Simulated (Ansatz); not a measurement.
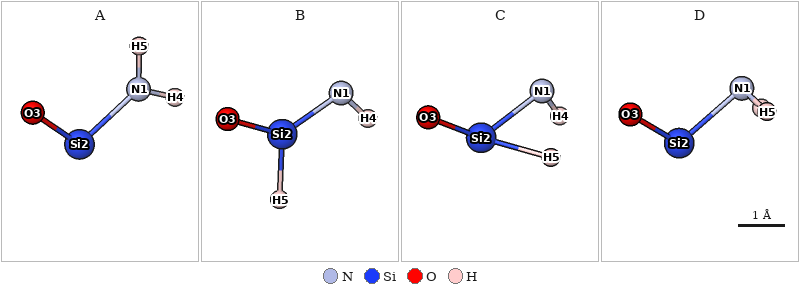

4 geometries from a converged minimum-energy path of SiNH2O (charge −1), shuffled. Style: ball-and-stick. Shown at a tilt.

The calculation used UKS B3LYP/def2-SVP (Ansatz 0.2.0). Settings: 7 movable images; climbing image; force threshold 0.05 eV/Å; iteration limit 60; starting path through a guess of the saddle point.

Question: Which of them lies highest in energy?

Answer: C. In order along the path, whose images run from 0 to 8: B (image 0, 0.0 kcal/mol), C (image 3, +48.6 kcal/mol), D (image 5, +4.2 kcal/mol), A (image 8, −7.5 kcal/mol). A hydrogen atom shifts from one atom to another. Breaking: Si2–H5 (1.54 → 1.60 at the top → 2.51 Å). Forming: N1–H5 (2.69 → 1.63 at the top → 1.02 Å).

Limits of the set-up: the basis has no diffuse functions, which an anion needs.

The run took 5.8 min on 1 thread of Intel(R) Xeon(R) Platinum 8259CL CPU @ 2.50GHz (Skylake/Cascade Lake) (shared host), peak memory 0.15 GiB.
